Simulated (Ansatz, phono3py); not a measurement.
## Phonon transport in PbSe (Clausthalite, Fm-3m)

Aim: the lattice thermal conductivity of PbSe (Clausthalite) against temperature, and which phonons carry it.

Measurements to reproduce:
- thermal conductivity 2 W/m/K near room temperature (given in “Combining the AFLOW GIBBS and Elastic Libraries to efficiently and robustly screen thermo-mechanical properties of solids”, 2017, arXiv:1611.05714)
- thermal conductivity 2 W/m/K near room temperature (given in “Predicting the lattice thermal conductivity of solids by solving the Boltzmann transport equation: AFLOW - AAPL an automated, accurate and efficient framework”, 2017, arXiv:1611.05481)

Calculated with Ansatz 0.2.0; DFT LDA, scalar-relativistic, plane waves, PAW.

## 1. The structure

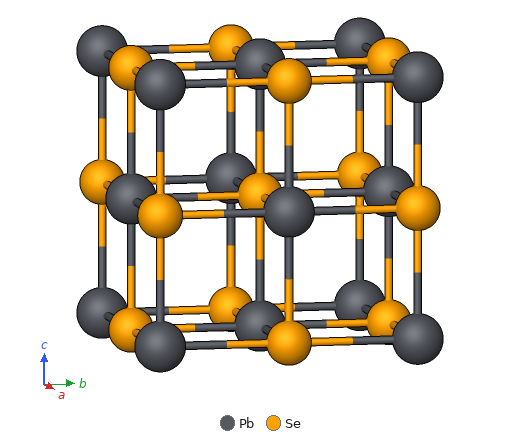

The cell as given, slightly off an axis (lead dark grey, selenium orange). This picture shows the conventional cell, with its axes. Some periodic images of atoms are drawn too.

## 2. A first coarse run

A cheap single point shows whether the cell is a metal or an insulator and how far it is from rest; that sets the k-mesh and the occupations of what follows.

input.yaml reads:

```yaml
crystal:
  lattice:
    - [0.0, 3.06065, 3.06065]
    - [3.06065, 0.0, 3.06065]
    - [3.06065, 3.06065, 0.0]
  atoms:
    - { symbol: Pb, position: [0.0, 0.0, 0.0] }
    - { symbol: Se, position: [0.5, 0.5, 0.5] }
kpoints:
  mp_grid: { grid: [6, 6, 6] }
hamiltonian:
  xc: lda
scf:
  occupations: { method: gaussian, width: 0.1 }
  lower_state_search: "off"
output:
  forces: true
  stress: true
  eigenvalues: true
```

Launch:

```sh
$ ansatz run input.yaml --threads 4 --pin off --max-ram 16384MiB --backend cpu --events-out ev --progress --plain --runs-dir out
```

Numbers of over 12 decimals in the logs are rounded to 6 here.

Output:

```text
Engine: ansatz 0.2.0, aarch64-unknown-linux-gnu
Pseudopotentials: kind: paw
Pseudopotential: Pb, paw, valence charge 14, recommended cutoff 420 eV (normal), Pb.paw.azcp
Pseudopotential: Se, paw, valence charge 16, recommended cutoff 420 eV (normal), Se.paw.azcp
Functional definition: SPW92
  exchange = slater_x
  correlation = pw_c
Crystal: 2 atoms, lattice volume = 57.342 Å³
Basis set: ecut = 420 eV, 1139 PW (Γ)
Bands: 19, of which v1, the nominal top of the filled ones, is band 15 counted from 1 (14 counted from 0)
Symmetry: 48 space group operations
Space group: Fm-3m (ITA 225), of the structure as read, at distance tolerance 3.9e-5 Å
k-points: 16 of 216
Non-local potential: Pb, projectors of the file, l = 0: 2, l = 1: 2, l = 2: 2, l = 3: 2
Non-local potential: Se, projectors of the file, l = 0: 2, l = 1: 2, l = 2: 3, l = 3: 1
PAW form: soft (Blöchl's): semilocal exchange-correlation on the pseudo side does not see the compensation charge
PAW frozen core: Pb, regenerated for the run's functional, and the local potential with it (the file was generated under x = pbe(κ = 0.804, μ = 0.219515), c = pbe(β = 0.066725))
PAW frozen core: Se, regenerated for the run's functional, and the local potential with it (the file was generated under x = pbe(κ = 0.804, μ = 0.219515), c = pbe(β = 0.066725))
PAW one-centre angular grid: Pb, 590 points (default); XC on 64 Gauss nodes
PAW one-centre angular grid: Se, 590 points (default); XC on 64 Gauss nodes
Initial density: superposition of atomic densities (neutral atoms: chi_scale 0, normalization atom), corrected by the library's trained network
Initial wavefunctions: pseudopotential atomic-orbital guess
Functional: x = slater, c = lda
SCF iter   1: F=—  HF=-16986.650127 eV  |F-HF|=—  |Δ(HF+E_count)|=         —  Δρ=4.20e-3  dr2=7.98e-3  ethr=1.77e-3  ⟨swp⟩=5.9  Hψ=1449  notcnv=0
preconditioner: auto → none  [insulator: Δε(μ)=0.160 eV  Ē_g=15.182 eV  σ=0.100 eV  W_gap=0.74  n_scr=14 (ndim 8)  ℏωp=21.9 eV  f_vac=0.019  D(μ)=0.22/eV (n_scr^D=0)  ε∞_Penn≈3.1]
SCF iter   2: F=—  HF=-16986.646477 eV  |F-HF|=—  |Δ(HF+E_count)|=   3.65e-3  Δρ=2.06e-3  dr2=1.27e-3  ethr=2.66e-5  ⟨swp⟩=2.2  Hψ=552  notcnv=0
SCF iter   3: F=—  HF=-16986.646201 eV  |F-HF|=—  |Δ(HF+E_count)|=   2.76e-4  Δρ=6.13e-4  dr2=3.57e-4  ethr=4.25e-6  ⟨swp⟩=2.0  Hψ=464  notcnv=0
SCF iter   4: F=—  HF=-16986.646089 eV  |F-HF|=—  |Δ(HF+E_count)|=   1.12e-4  Δρ=1.73e-4  dr2=7.77e-6  ethr=1.19e-6  ⟨swp⟩=2.1  Hψ=525  notcnv=0
SCF iter   5: F=—  HF=-16986.646086 eV  |F-HF|=—  |Δ(HF+E_count)|=   3.18e-6  Δρ=2.53e-5  dr2=4.16e-7  ethr=2.59e-8  ⟨swp⟩=2.0  Hψ=545  notcnv=0
SCF iter   6: F=-16986.646085 eV  HF=-16986.646085 eV  |F-HF|=2.06e-8  |Δ(HF+E_count)|=   3.68e-7  Δρ=7.29e-6  dr2=3.02e-8  ethr=3.33e-10  ⟨swp⟩=5.8  Hψ=1407  notcnv=0
SCF 1 converged in 6 iterations: F = -16986.646085 eV  dr2 = 3.02e-8
  greatest PAW one-centre occupation: 1.000 electrons in one spin orbital (limit 2), on the Se atom at site 1 (counted from 0), in its partial waves of l = 2
SCF converged after 6 iterations
Free energy (F): -16986.646085 eV
Harris-Foulkes:  -16986.646085 eV  (|F-HF|=2.06e-8)
Internal energy: -16986.645200 eV  (E = F + TS)
E sigma→0 (E₀):  -16986.645643 eV
Entropy (-TS):   -0.000885 eV (-0.443 meV/atom)
Fermi energy:    8.750123 eV
--- Per-component energies (eV) ---
  E_band       = -436.715502
  E_kinetic    = 406.902276
  E_local      = -3539.821135  (includes V_loc(G=0)·N_el)
  E_nonlocal   = -235.206165
  E_hartree    = 1641.820821
  E_xc         = -323.271505
  E_vxc        = -232.570979  (∫ρ·V_xc dr)
  E_paw        = -11927.501366  (= ΣΔE_a)
  E_vpaw       = -119.669742  (= ΣTr[D̂ρ^β])
  E_aug_tail   = -0.000515  (compensation charges beyond the density's cutoff)
  E_ewald      = -3011.707258
  E_core_change = 2.139649  (= ΣΔE_core)
  E_smearing   = -0.000885  (= −TS)
  E_closure    = 0.000000  (closes the sum)
  Σ components = -16986.646085   (vs F -16986.646085, Δ=0.00e0)
--- Forces (eV/Å), atoms counted from 1 ---
  atom   1  Pb    -0.00000000     0.00000000     0.00000000
  atom   2  Se     0.00000000    -0.00000000    -0.00000000
  max |Σ_I F_I| component: 2.27e-29 eV/Å
--- Stress (GPa, compression-positive) ---
       -2.187147      -0.000000       0.000000
        0.000000      -2.187147      -0.000000
        0.000000       0.000000      -2.187147
  P = ⅓ Tr σ = -2.1871 GPa (-21.871 kbar)
--- Band table (eV; the first three rows and the last of 16) ---
  k-point 0: bands = [... 11 lower, 2.2381, 6.8179, 6.8179, 6.8179, 13.2790, 13.2790, 13.2790, 15.1858]
  k-point 1: bands = [... 11 lower, 1.6028, 6.8927, 6.8927, 7.2438, 11.7065, 12.2518, 12.2518, 14.9320]
  k-point 2: bands = [... 11 lower, 0.4188, 7.0960, 7.0960, 7.9660, 9.9229, 10.8791, 10.8791, 15.6782]
  k-point 15: bands = [... 11 lower, 0.6983, 4.0345, 4.8956, 7.0421, 11.5419, 12.9951, 14.0789, 15.1407]
```

The job ended after 1 s (4 threads of Arm Neoverse V1, shared host; peak memory 0.31 GiB; 1.8 s of CPU time).

Numbers from this step:

```
pressure          : -2.187 GPa
volume per atom   : 28.67 Å³/atom
gap on the k-mesh : 0.1853 eV
```

The start is under -2.2 GPa at this level and looks like an insulator or semiconductor on this mesh.

## 3. Finding the static equilibrium

Phonons are second derivatives about a minimum, so cell and atoms are relaxed first, inside the symmetry of the start.

input.yaml, the sections that differ from step 2:

```yaml
kpoints:
  mp_grid: { grid: [10, 10, 10] }
scf:
  occupations: { method: gaussian, width: 0.01 }
  lower_state_search: "off"
output:
  forces: true
  stress: true
  eigenvalues: true
  write_density: true
  write_potential: true
  elf: true
  volumetric_format: npy
relax:
  adjacent_minimum: "off"
  f_tol: 0.005
  max_steps: 80
  cell: { stress_tol: 0.05 }
# crystal, hamiltonian: as in step 2
```

Output:

```text
[...]
Crystal: 2 atoms, lattice volume = 57.342 Å³
Basis set: ecut = 420 eV, 1139 PW (Γ)
Bands: 19, of which v1, the nominal top of the filled ones, is band 15 counted from 1 (14 counted from 0)
Symmetry: 48 space group operations
[...]
k-points: 47 of 1000
[...]
SCF iter   1: F=—  HF=-16986.644855 eV  |F-HF|=—  |Δ(HF+E_count)|=         —  Δρ=4.17e-3  dr2=7.03e-3  ethr=1.77e-3  ⟨swp⟩=6.4  Hψ=4300  notcnv=0
[...]
SCF iter   6: F=-16986.641430 eV  HF=-16986.641430 eV  |F-HF|=5.95e-8  |Δ(HF+E_count)|=   4.97e-7  Δρ=9.67e-6  dr2=6.27e-8  ethr=3.33e-10  ⟨swp⟩=9.2  Hψ=6740  notcnv=0
SCF 1 converged in 6 iterations: F = -16986.641430 eV  dr2 = 6.27e-8
  Residual-converged pass: ⟨swp⟩=1.0  Hψ=1081  notcnv=0  max |occ|·‖R‖ = 7.0e-9 eV (tolerance 1.0e-8 eV)  dr2=6.27e-8  dr2_onsite=2.84e-8  max |Δocc| = 4.8e-47
[...]
relax step   1: F+E_penalty+E_count = -16986.64143031 eV  Δ(F+E_penalty+E_count) = +0.000e0 eV  max|allowed force component| = 1.035e-30 eV/Å  Δτ_max = 0.0000 Å  P = -2.097 GPa  Ω = 57.342 Å³  (6 SCF iters, dr2 threshold 1.00e-7 eV, accepted)
Crystal: 2 atoms, lattice volume = 54.004 Å³
Basis set: ecut = 420 eV, 1067 PW (Γ)
[...]
iter 1 solved again at ethr=4.70e-6 eV; its pass at ethr=3.10e-3 eV (dr2=1.41e-3 eV) is discarded
[...]
SCF iter   6: F=-16986.652605 eV  HF=-16986.652605 eV  |F-HF|=2.47e-10  |Δ(HF+E_count)|=   4.47e-9  Δρ=5.63e-7  dr2=1.65e-10  ethr=1.02e-11  ⟨swp⟩=5.1  Hψ=4919  notcnv=0
SCF 2 converged in 6 iterations: F = -16986.652605 eV  dr2 = 1.65e-10
relax step   2: F+E_penalty+E_count = -16986.65260466 eV  Δ(F+E_penalty+E_count) = -1.117e-2 eV  max|allowed force component| = 3.418e-30 eV/Å  Δτ_max = 0.0000 Å  P = +1.192 GPa  Ω = 54.004 Å³  energy of the carried Pulay correction = +4.991e-4 eV  (6 SCF iters, dr2 threshold 2.00e-7 eV, accepted)
Crystal: 2 atoms, lattice volume = 55.167 Å³
[...]
SCF iter   4: F=-16986.656667 eV  HF=-16986.656667 eV  |F-HF|=1.18e-8  |Δ(HF+E_count)|=   9.45e-7  Δρ=1.74e-5  dr2=5.98e-8  ethr=6.67e-10  ⟨swp⟩=7.7  Hψ=6383  notcnv=0
SCF 3 converged in 4 iterations: F = -16986.656667 eV  dr2 = 5.98e-8
relax step   3: F+E_penalty+E_count = -16986.65666672 eV  Δ(F+E_penalty+E_count) = -4.062e-3 eV  max|allowed force component| = 6.837e-30 eV/Å  Δτ_max = 0.0000 Å  P = -0.027 GPa  Ω = 55.167 Å³  energy of the carried Pulay correction = +3.194e-4 eV  (4 SCF iters, dr2 threshold 2.00e-7 eV, accepted)
[...]
SCF iter   5: F=-16986.656364 eV  HF=-16986.656364 eV  |F-HF|=0.00e0  |Δ(HF+E_count)|=  7.28e-12  Δρ=2.92e-8  dr2=3.11e-13  ethr=1.00e-12  ⟨swp⟩=5.3  Hψ=3803  notcnv=0
SCF 4 converged in 5 iterations: F = -16986.656364 eV  dr2 = 3.11e-13
relax step   4: F+E_penalty+E_count = -16986.65636356 eV  Δ(F+E_penalty+E_count) = +3.032e-4 eV  max|allowed force component| = 1.499e-29 eV/Å  Δτ_max = 0.0000 Å  P = -0.029 GPa  Ω = 55.167 Å³  stress off target by 2.90e-2 GPa  SCF on the basis re-selected at this cell (its energy is not comparable with the rows above)  (5 SCF iters)
basis re-selected at this cell: Δ(F+E_penalty+E_count) = +3.032e-4 eV, ΔP = -0.002 GPa vs the last step (what re-selecting the basis moved, of the pressure what is left beyond the Pulay correction that the steps carried, after the strain that the cell walked since its last selection, with what the two solves' SCF thresholds leave and, on support functions, any second-order correction that the steps lacked; it is no m [...]
SCF converged after 5 iterations
Free energy (F): -16986.656364 eV
[...]
Internal energy: -16986.656363 eV  (E = F + TS)
E sigma→0 (E₀):  -16986.656364 eV
Entropy (-TS):   -0.000000 eV (-0.000 meV/atom)
Fermi energy:    9.365024 eV
[...]
--- Stress (GPa, compression-positive) ---
       -0.028983      -0.000000      -0.000000
       -0.000000      -0.028983      -0.000000
       -0.000000      -0.000000      -0.028983
  P = ⅓ Tr σ = -0.0290 GPa (-0.290 kbar)
--- Band table (eV; the first three rows and the last of 47) ---
  k-point 0: bands = [... 11 lower, 2.9446, 7.2877, 7.2877, 7.2877, 14.0079, 14.0079, 14.0079, 15.7487]
  k-point 1: bands = [... 11 lower, 2.6550, 7.3166, 7.3166, 7.4937, 13.2130, 13.5183, 13.5183, 15.5700]
  k-point 2: bands = [... 11 lower, 1.9617, 7.4027, 7.4027, 7.9463, 11.9499, 12.5895, 12.5895, 15.5433]
  k-point 46: bands = [... 11 lower, 1.1121, 4.5216, 5.0755, 8.0656, 11.5645, 13.8270, 14.5916, 16.3104]
--- Relaxed structure (3 steps of the walk, 3 accepted, 1 SCFs on fresh bases) ---
  F+E_penalty+E_count = -16986.65636356 eV   max|allowed force component| = 1.499e-29 eV/Å   (the final SCF, on the basis selected at the relaxed cell)
  cell:  # Å, volume = 55.1674 Å³
    - [0, 3.021465, 3.021465]
    - [3.021465, 0, 3.021465]
    - [3.021465, 3.021465, 0]
  atoms:
    - { symbol: Pb, position: [0, 0, 0] }
    - { symbol: Se, position: [0.500000, 0.500000, 0.500000] }
```

The job ended after 3.5 s (4 threads; peak memory 0.39 GiB).

Relaxation path:

| step | energy less that of the first step (eV) | largest force component (eV/Å) | pressure (GPa) | volume (Å³) |
| --- | --- | --- | --- | --- |
| 1 | 0.0000 | 0.0000 | -2.10 | 57.34 |
| 2 | -0.0112 | 0.0000 | 1.19 | 54.00 |
| 3 | -0.0152 | 0.0000 | -0.03 | 55.17 |
| 4* | -0.0149 | 0.0000 | -0.03 | 55.17 |

Relaxation steps marked * repeat the geometry before them on a plane-wave basis chosen anew for their cell, so energy and pressure can jump there.

Forces are held to the 48 operations that the run works with; a distortion that breaks them can't arise in this run.

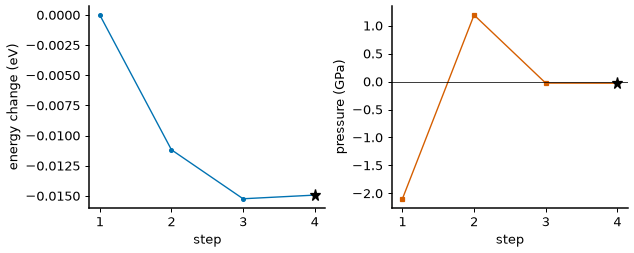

Energy and pressure along the relaxation. Stars mark steps on a basis chosen anew.

| conventional cell, symmetrised | before | after | change |
| --- | --- | --- | --- |
| a (Å) | 6.121 | 6.043 | -1.3 % |
| b (Å) | 6.121 | 6.043 | -1.3 % |
| c (Å) | 6.121 | 6.043 | -1.3 % |
| volume (Å³/atom) | 28.67 | 27.58 | -3.8 % |

Final coordinates:

```cif
data_structure
_symmetry_space_group_name_H-M 'P 1'
_symmetry_Int_Tables_number 1
_cell_length_a 4.2730
_cell_length_b 4.2730
_cell_length_c 4.2730
_cell_angle_alpha 60.000
_cell_angle_beta 60.000
_cell_angle_gamma 60.000
_cell_volume 55.17
loop_
_atom_site_label
_atom_site_type_symbol
_atom_site_fract_x
_atom_site_fract_y
_atom_site_fract_z
_atom_site_occupancy
Pb1 Pb 0.00000 0.00000 0.00000 1
Se2 Se 0.50000 0.50000 0.50000 1
```

Numbers from this step:

```
pressure          : -0.02898 GPa
volume per atom   : 27.58 Å³/atom
gap on the k-mesh : 0.05094 eV
```

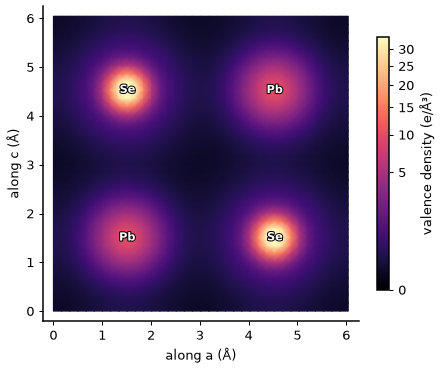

Valence density in the ac plane of the conventional cell at fractional y = 0.000, with atoms of Pb and Se within 0.2 Å of it. It is the smooth field of the valence electrons, not physical close to the nuclei. The map starts off the cell's origin, so that atoms lie inside it. The colour scale is stretched toward low values.

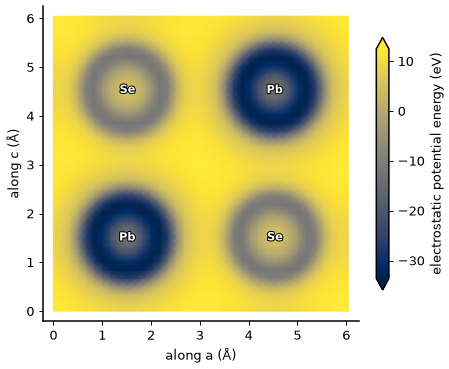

Electrostatic potential energy in the ac plane of the conventional cell at fractional y = 0.000, with atoms of Pb and Se within 0.2 Å of it. With pseudopotentials it is smooth inside the atoms' cores, unlike the true potential. The map starts off the cell's origin, so that atoms lie inside it.

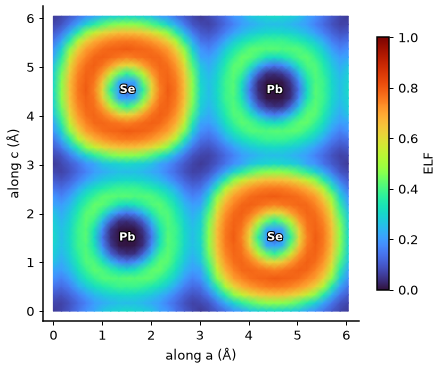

ELF in the ac plane of the conventional cell at fractional y = 0.000, with atoms of Pb and Se within 0.2 Å of it. It is the smooth field of the valence electrons, not physical close to the nuclei. The map starts off the cell's origin, so that atoms lie inside it.

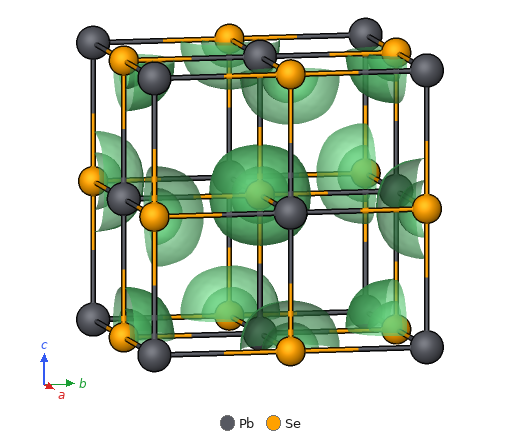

Surface of ELF = 0.72.

The relaxation ends with a pressure of -0.03 GPa.

## 4. Relaxing to small residual forces and stress

The relaxation is repeated with tighter thresholds on force and stress, since phonons are sensitive to what is left; a change of mesh or smearing in the input moves the cell too.

input.yaml, the sections that differ from step 3:

```yaml
crystal:
  lattice:
    - [0.0, 3.0214651381, 3.0214651381]
    - [3.0214651381, 0.0, 3.0214651381]
    - [3.0214651381, 3.0214651381, 0.0]
  atoms:
    - { symbol: Pb, position: [0.0, 0.0, 0.0] }
    - { symbol: Se, position: [0.5, 0.5, 0.5] }
output:
  forces: true
  stress: true
  eigenvalues: true
relax:
  adjacent_minimum: "off"
  f_tol: 0.001
  max_steps: 60
  cell: { stress_tol: 0.01 }
# kpoints, hamiltonian, scf: as in step 3
```

Output:

```text
[...]
Crystal: 2 atoms, lattice volume = 55.167 Å³
Basis set: ecut = 420 eV, 1067 PW (Γ)
Bands: 19, of which v1, the nominal top of the filled ones, is band 15 counted from 1 (14 counted from 0)
Symmetry: 48 space group operations
[...]
k-points: 47 of 1000
[...]
k-point 46: bands = [... 11 lower, 1.1186, 4.5260, 5.0802, 8.0727, 11.5728, 13.8349, 14.6008, 16.3202]
--- Relaxed structure (3 steps of the walk, 3 accepted, 1 SCFs on fresh bases) ---
[...]
cell:  # Å, volume = 55.1402 Å³
    - [0, 3.020967, 3.020967]
    - [3.020967, 0, 3.020967]
    - [3.020967, 3.020967, 0]
  atoms:
    - { symbol: Pb, position: [0, 0, 0] }
    - { symbol: Se, position: [0.5, 0.5, 0.5] }
[key lines of the parts left out:]
SCF converged after 5 iterations
Free energy (F): -16986.656360 eV
Fermi energy:    9.373031 eV
P = ⅓ Tr σ = -0.0002 GPa (-0.002 kbar)
```

Run time: 3.1 s. Hardware: 4 threads; peak memory 0.39 GiB.

Little changed from the start: no atom moved by 0.005 Å and no cell edge by 0.1 %.

This step gave:

```
pressure          : -1.56e-4 GPa
volume per atom   : 27.57 Å³/atom
gap on the k-mesh : 0.04917 eV
```

The residual pressure is -1.6e-4 GPa, small enough for phonons.

## 5. A faulty attempt

This input was changed on purpose, to see how the program answers.

input.yaml reads:

```yaml
crystal:
  lattice:
    - [0.0, 3.020967111, 3.020967111]
    - [3.020967111, 0.0, 3.020967111]
    - [3.020967111, 3.020967111, 0.0]
  atoms:
    - { symbol: Pb, position: [0.0, 0.0, 0.0] }
    - { symbol: Se, position: [0.5, 0.5, 0.5] }
kpoints:
  mp_grid: { grid: [10, 10, 10] }
hamiltonian:
  xc: lda
scf:
  occupations: { method: gaussian, width: 0.01 }
  lower_state_search: "off"
  max_iter: 50
output:
  eigenvalues: true
phonons:
  supercell: [2, 2, 2]
  dielectric: false
  third_order: { supercell: [2, 2, 2], pair_cutoff: "4 eV" }
  lattice_thermal_conductivity:
    qmesh: [9, 9, 9]
    temperatures: [300]
    isotope_mass_variance:
      - { species: Pb, variance: 1.944e-05 }
      - { species: Se, variance: 0.0004628 }
```

Output:

```text
Error: YAML parse error: error: line 22 column 53: expected [length], got [energy] (`eV`)
  --> <input>:22:53
   |
20 |   supercell: [2, 2, 2]
21 |   dielectric: false
22 |   third_order: { supercell: [2, 2, 2], pair_cutoff: "4 eV" }
   |                                                     ^ expected [length], got [energy] (`eV`)
23 |   lattice_thermal_conductivity:
24 |     qmesh: [9, 9, 9]
   |
```

The job ended after 0.57 s (4 threads; peak memory 0.023 GiB).

The program refused the input before any cycle.

The program's message: “Error: YAML parse error: error: line 22 column 53: expected [length], got [energy] (`eV`)
  --> <input>:22:53
   |
20 |   supercell: [2, 2, 2]
21 |   dielectric: false
22 |   third_order: { supercell: …”

The fault put into the input: a cutoff in a unit of energy.

(Continued in part 2 of 3.)

[Logs are printed without paths, hosts, clocks, repeated set-up lines and the standing remarks that a program may print on its own settings, such as how far it seeks lower states.]

[Hosts, paths, dates, database ids (printed as entryN), source tags and the programs' standing remarks are cut or masked in the printed files.]

[A step with changed settings may run another functional than the one named; its input shows which.]
